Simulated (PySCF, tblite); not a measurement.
# C₅H₇NO₂: a rotation path, then NMR shifts on frames, part 2 of 2

tblite 0.8.0 and PySCF 2.14.0. Atoms count from 0. The steps go on from the part before.

### Step 5. Nuclear shieldings: image 5, PBE0/pcSseg-1

The job: settings as JSON, then the geometry in Å.

```
{"job": {"kind": "nmr", "xc": "PBE0", "basis": "pcSseg-1", "pop": false}, "charge": 0, "multiplicity": 1}
C      2.663600    -0.051900     0.639700
O      1.873600     0.482900    -0.410900
C      0.578700     0.087700    -0.405100
C     -0.019500    -1.117200    -0.588100
C     -1.419700    -0.885200    -0.496200
C     -1.563700     0.449600    -0.256900
N     -2.687000     1.250500    -0.156600
O     -0.358500     1.054800    -0.180500
H      3.668200     0.336000     0.485500
H      2.682800    -1.144900     0.602000
H      2.287700     0.268800     1.616500
H      0.467600    -2.053200    -0.771000
H     -2.199400    -1.607900    -0.614600
H     -2.493500     2.148900     0.262600
H     -3.485300     0.789100     0.251800
```

Level: GIAO PBE0/pcSseg-1 NMR shielding, non-relativistic, gas phase.

Log:

```text
coarse grid: 13008 points
cycle   1  E = -399.2417262748  dE =  1.612e+00  |g| = 7.005e-01  |ddm| = 3.628e+00
cycle   2  E = -399.1892949373  dE =  5.243e-02  |g| = 8.918e-01  |ddm| = 1.136e+00
cycle   3  E = -399.3380391870  dE = -1.487e-01  |g| = 8.814e-02  |ddm| = 6.528e-01
cycle   4  E = -399.3394233539  dE = -1.384e-03  |g| = 4.003e-02  |ddm| = 1.040e-01
cycle   5  E = -399.3397309159  dE = -3.076e-04  |g| = 1.425e-02  |ddm| = 4.003e-02
cycle   6  E = -399.3397693555  dE = -3.844e-05  |g| = 4.317e-03  |ddm| = 1.318e-02
cycle   7  E = -399.3397731433  dE = -3.788e-06  |g| = 1.113e-03  |ddm| = 3.869e-03
final grid: 127056 points
cycle   8  E = -399.4052276291  dE = -1.968e-05  |g| = 1.539e-02  |ddm| = 2.987e-02
cycle   9  E = -399.4051620811  dE =  6.555e-05  |g| = 2.431e-02  |ddm| = 2.456e-02
cycle  10  E = -399.4052689606  dE = -1.069e-04  |g| = 2.495e-03  |ddm| = 1.703e-02
cycle  11  E = -399.4052704497  dE = -1.489e-06  |g| = 3.731e-04  |ddm| = 2.399e-03
cycle  12  E = -399.4052704756  dE = -2.595e-08  |g| = 1.341e-04  |ddm| = 3.855e-04
cycle  13  E = -399.4052704796  dE = -4.007e-09  |g| = 2.961e-05  |ddm| = 1.281e-04
cycle  14  E = -399.4052704798  dE = -1.485e-10  |g| = 1.617e-05  |ddm| = 3.667e-05
converged SCF energy = -399.4052704798

GIAO shielding tensors (ppm)
atom      isotropic    diamagn.    paramagn.     s11        s22        s33       span
  0 C      120.985     244.313    -123.328     85.451     95.741    181.763     96.312
  1 O      271.018     396.182    -125.165    199.422    276.076    337.554    138.132
  2 C       25.400     251.464    -226.064    -41.847     54.857     63.191    105.038
  3 C       89.421     256.665    -167.244     23.014     81.105    164.142    141.128
  4 C       99.611     254.915    -155.304     39.645    101.033    158.154    118.510
  5 C       34.229     251.745    -217.516    -42.492     51.385     93.795    136.287
  6 N      204.864     317.027    -112.164    164.373    186.676    263.542     99.169
  7 O       56.651     403.177    -346.527    -30.284     24.073    176.162    206.446
  8 H       27.658      27.788      -0.129     24.087     25.100     33.788      9.702
  9 H       27.933      29.360      -1.427     23.969     26.406     33.425      9.456
 10 H       27.939      29.673      -1.734     24.033     26.146     33.637      9.604
 11 H       26.050      32.842      -6.792     23.315     26.531     28.305      4.990
 12 H       26.520      32.452      -5.932     23.481     27.290     28.791      5.310
 13 H       28.382      30.883      -2.501     21.719     26.840     36.588     14.869
 14 H       28.652      29.880      -1.228     21.768     26.916     37.273     15.504
```

It took 16 s on 1 thread of Intel Xeon 6975P-C, shared host; peak memory 0.79 GiB.

This run: δ C2 161.5, C5 152.7, C3 97.5, C4 87.3, H11 5.67, H12 5.20 ppm.

### Step 6. NMR shieldings: image 6, PBE0/pcSseg-1

The job: settings as JSON, then the geometry in Å.

```
{"job": {"kind": "nmr", "xc": "PBE0", "basis": "pcSseg-1", "pop": false}, "charge": 0, "multiplicity": 1}
C      2.704600    -0.138700     0.561300
O      1.831400     0.653000    -0.220700
C      0.556600     0.194700    -0.278000
C      0.017800    -1.043800    -0.412200
C     -1.394800    -0.860300    -0.411900
C     -1.600100     0.478600    -0.272700
N     -2.756900     1.239800    -0.282000
O     -0.418700     1.135600    -0.176000
H      3.683700     0.329900     0.489200
H      2.764000    -1.162800     0.183400
H      2.376700    -0.159700     1.605700
H      0.541400    -1.972700    -0.506700
H     -2.138300    -1.621800    -0.518600
H     -2.618800     2.166700     0.095200
H     -3.553000     0.769700     0.122200
```

With the program's defaults for keys left out, this is: GIAO PBE0/pcSseg-1 NMR shielding, non-relativistic, gas phase.

Log:

```text
coarse grid: 13008 points
cycle   1  E = -399.2417504985  dE =  1.620e+00  |g| = 7.005e-01  |ddm| = 3.634e+00
cycle   2  E = -399.1894759495  dE =  5.227e-02  |g| = 8.905e-01  |ddm| = 1.122e+00
cycle   3  E = -399.3381788016  dE = -1.487e-01  |g| = 8.826e-02  |ddm| = 6.410e-01
cycle   4  E = -399.3395687161  dE = -1.390e-03  |g| = 3.987e-02  |ddm| = 1.033e-01
cycle   5  E = -399.3398777894  dE = -3.091e-04  |g| = 1.367e-02  |ddm| = 3.960e-02
cycle   6  E = -399.3399129504  dE = -3.516e-05  |g| = 4.286e-03  |ddm| = 1.275e-02
cycle   7  E = -399.3399166878  dE = -3.737e-06  |g| = 1.132e-03  |ddm| = 3.896e-03
final grid: 127056 points
cycle   8  E = -399.4052142452  dE = -2.192e-05  |g| = 1.522e-02  |ddm| = 3.294e-02
cycle   9  E = -399.4051468742  dE =  6.737e-05  |g| = 2.436e-02  |ddm| = 2.469e-02
cycle  10  E = -399.4052549047  dE = -1.080e-04  |g| = 2.482e-03  |ddm| = 1.728e-02
cycle  11  E = -399.4052564051  dE = -1.500e-06  |g| = 3.744e-04  |ddm| = 2.452e-03
cycle  12  E = -399.4052564313  dE = -2.617e-08  |g| = 1.427e-04  |ddm| = 3.938e-04
cycle  13  E = -399.4052564359  dE = -4.633e-09  |g| = 3.137e-05  |ddm| = 1.390e-04
cycle  14  E = -399.4052564361  dE = -1.700e-10  |g| = 1.773e-05  |ddm| = 4.037e-05
converged SCF energy = -399.4052564361

GIAO shielding tensors (ppm)
atom      isotropic    diamagn.    paramagn.     s11        s22        s33       span
  0 C      125.111     244.461    -119.350     93.296    100.362    181.676     88.380
  1 O      261.459     396.919    -135.460    169.958    282.634    331.785    161.826
  2 C       25.207     250.845    -225.638    -40.903     54.599     61.925    102.827
  3 C       94.994     257.563    -162.570     30.605     85.755    168.621    138.016
  4 C       99.587     254.624    -155.038     38.301    102.265    158.194    119.894
  5 C       34.844     252.062    -217.219    -42.327     54.523     92.336    134.663
  6 N      205.633     316.771    -111.138    165.501    187.759    263.639     98.139
  7 O       60.283     402.852    -342.570    -20.739     27.128    174.460    195.199
  8 H       27.684      27.668       0.016     23.788     25.474     33.788     10.000
  9 H       27.784      29.308      -1.524     23.630     26.370     33.353      9.723
 10 H       28.059      29.526      -1.467     24.329     26.095     33.753      9.423
 11 H       26.268      33.214      -6.946     23.116     27.080     28.608      5.492
 12 H       26.518      32.514      -5.996     23.508     27.301     28.745      5.237
 13 H       28.442      30.657      -2.215     21.737     26.917     36.673     14.935
 14 H       28.703      29.779      -1.077     21.764     26.997     37.347     15.583
```

Run time: 17 s. Hardware: 1 thread of Intel Xeon 6975P-C, shared host; peak memory 0.79 GiB.

In short: δ C2 161.7, C5 152.1, C3 91.9, C4 87.3, H11 5.45, H12 5.20 ppm.

### Step 7. Nuclear shieldings: image 8, PBE0/pcSseg-1

The job: settings as JSON, then the geometry in Å.

```
{"job": {"kind": "nmr", "xc": "PBE0", "basis": "pcSseg-1", "pop": false}, "charge": 0, "multiplicity": 1}
C      2.764200    -0.198600     0.386200
O      1.743400     0.765200     0.275100
C      0.504600     0.257900     0.062800
C      0.010400    -1.000300    -0.054500
C     -1.391900    -0.846000    -0.278200
C     -1.629700     0.491900    -0.275500
N     -2.775100     1.233300    -0.517000
O     -0.477000     1.181400    -0.060900
H      3.685100     0.359600     0.542500
H      2.844700    -0.796300    -0.527300
H      2.586900    -0.865900     1.236000
H      0.545900    -1.924500     0.002800
H     -2.106700    -1.628100    -0.423500
H     -2.688200     2.188400    -0.199400
H     -3.621100     0.790000    -0.191000
```

Level: GIAO PBE0/pcSseg-1 NMR shielding, non-relativistic, gas phase.

Log:

```text
coarse grid: 13008 points
cycle   1  E = -399.2445626511  dE =  1.628e+00  |g| = 6.978e-01  |ddm| = 3.643e+00
cycle   2  E = -399.1933283449  dE =  5.123e-02  |g| = 8.842e-01  |ddm| = 1.092e+00
cycle   3  E = -399.3403846795  dE = -1.471e-01  |g| = 8.841e-02  |ddm| = 6.180e-01
cycle   4  E = -399.3417707431  dE = -1.386e-03  |g| = 4.022e-02  |ddm| = 1.029e-01
cycle   5  E = -399.3420893302  dE = -3.186e-04  |g| = 1.312e-02  |ddm| = 3.944e-02
cycle   6  E = -399.3421217606  dE = -3.243e-05  |g| = 4.177e-03  |ddm| = 1.224e-02
cycle   7  E = -399.3421253002  dE = -3.540e-06  |g| = 1.111e-03  |ddm| = 3.797e-03
final grid: 127056 points
cycle   8  E = -399.4079352419  dE = -2.306e-05  |g| = 1.565e-02  |ddm| = 3.259e-02
cycle   9  E = -399.4078619200  dE =  7.332e-05  |g| = 2.525e-02  |ddm| = 2.558e-02
cycle  10  E = -399.4079782779  dE = -1.164e-04  |g| = 2.500e-03  |ddm| = 1.805e-02
cycle  11  E = -399.4079798237  dE = -1.546e-06  |g| = 3.826e-04  |ddm| = 2.537e-03
cycle  12  E = -399.4079798511  dE = -2.739e-08  |g| = 1.522e-04  |ddm| = 4.071e-04
cycle  13  E = -399.4079798564  dE = -5.306e-09  |g| = 3.669e-05  |ddm| = 1.475e-04
cycle  14  E = -399.4079798567  dE = -2.511e-10  |g| = 1.845e-05  |ddm| = 4.422e-05
converged SCF energy = -399.4079798567

GIAO shielding tensors (ppm)
atom      isotropic    diamagn.    paramagn.     s11        s22        s33       span
  0 C      129.969     244.556    -114.587    101.271    105.865    182.773     81.502
  1 O      241.356     397.750    -156.394    131.999    283.018    309.052    177.053
  2 C       25.536     250.102    -224.566    -39.243     52.506     63.347    102.590
  3 C      102.680     257.688    -155.008     46.665     94.741    166.632    119.967
  4 C       99.769     254.218    -154.448     38.965    102.365    157.978    119.014
  5 C       33.728     252.143    -218.416    -45.256     56.066     90.373    135.629
  6 N      206.187     316.688    -110.500    168.500    186.808    263.254     94.754
  7 O       68.425     402.553    -334.128     -7.086     37.887    174.476    181.562
  8 H       27.552      27.407       0.145     23.184     25.771     33.700     10.516
  9 H       28.048      29.119      -1.071     25.054     25.459     33.631      8.577
 10 H       28.032      29.203      -1.171     25.043     25.475     33.579      8.536
 11 H       26.722      33.483      -6.762     23.396     27.513     29.256      5.860
 12 H       26.573      32.479      -5.906     23.504     27.433     28.781      5.277
 13 H       28.478      30.455      -1.977     21.707     27.024     36.704     14.996
 14 H       28.675      29.527      -0.852     21.675     26.968     37.382     15.707
```

Run time: 16 s. Hardware: 1 thread of Intel Xeon 6975P-C, shared host; peak memory 0.78 GiB.

Key values: δ C2 161.4, C5 153.2, C4 87.2, C3 84.2, H12 5.14, H11 5.00 ppm.

### Step 8. Run by run: NMR shifts

Shifts (ppm) of some atoms, chosen among heavy atoms and hydrogens apart, with basis size and wall time:

| frame | C2 | C3 | C0 | H11 | H10 | O7 | O1 | functions | time |
| --- | --- | --- | --- | --- | --- | --- | --- | --- | --- |
| image 0 | 158.7 | 88.2 | 55.8 | 5.33 | 3.97 | 260.6 | 81.1 | 171 | 17 s |
| image 2 | 158.9 | 95.1 | 59.6 | 5.56 | 4.27 | 266.9 | 74.3 | 171 | 16 s |
| image 5 | 161.5 | 97.5 | 65.9 | 5.67 | 3.78 | 279.4 | 65.1 | 171 | 16 s |
| image 6 | 161.7 | 91.9 | 61.8 | 5.45 | 3.66 | 275.8 | 74.6 | 171 | 17 s |
| image 8 | 161.4 | 84.2 | 57.0 | 5.00 | 3.68 | 267.7 | 94.7 | 171 | 16 s |

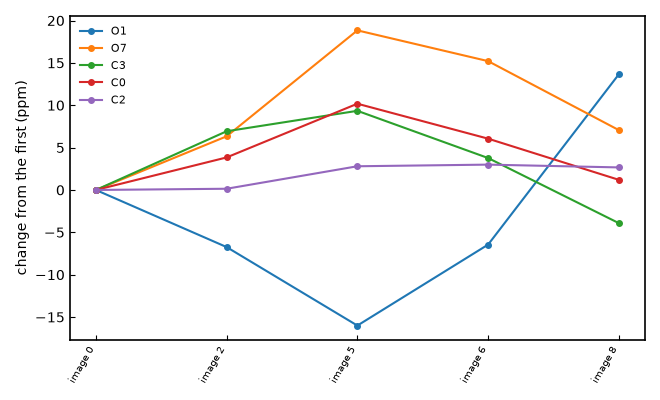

How five of the tabulated atoms move from run to run.

### Step 9. Results

The summary covers parts 1 to 2.

| quantity | value |
| --- | --- |
| barrier | 0.110 eV (2.5 kcal/mol) at image 5 |
| end to end (GFN2-xTB) | 0.042 eV |
| ¹³C shifts against TMS (PBE0/pcSseg-1, image 0) | 158.7, 151.7, 88.7, 88.2, 55.8 ppm |
| ¹H shifts against TMS (PBE0/pcSseg-1, image 0) | 5.33, 5.24, 3.97, 3.92, 3.89, 3.12, 3.00 ppm |
| ¹⁷O shifts against H2O (PBE0/pcSseg-1, image 0) | 260.6, 81.1 ppm |
| ¹⁵N shifts against NH3 (PBE0/pcSseg-1, image 0) | 61.6 ppm |
| range of the shift of O1 | 65.1 to 94.7 ppm |

Along the band the dihedral turns by 181°, and the top (dihedral 294°) lies 2.5 kcal/mol above the start (GFN2-xTB, rough), so at room temperature this motion is fast. Ends this close can change order at a higher level. The top was not checked by a frequency run. Shifts at one fixed geometry are not the observed spectrum, which averages over the motion. In the first frame run (image 0): The largest span, 195 ppm, is at O7, where the paramagnetic term is -330 ppm. NICS(1)zz of -19 ppm above the planar ring from C2 marks a diatropic (aromatic) ring current. In ppm, O1 moves most: its shift spreads over 29.7 ppm, from 65.1 (image 5) to 94.7 (image 8).
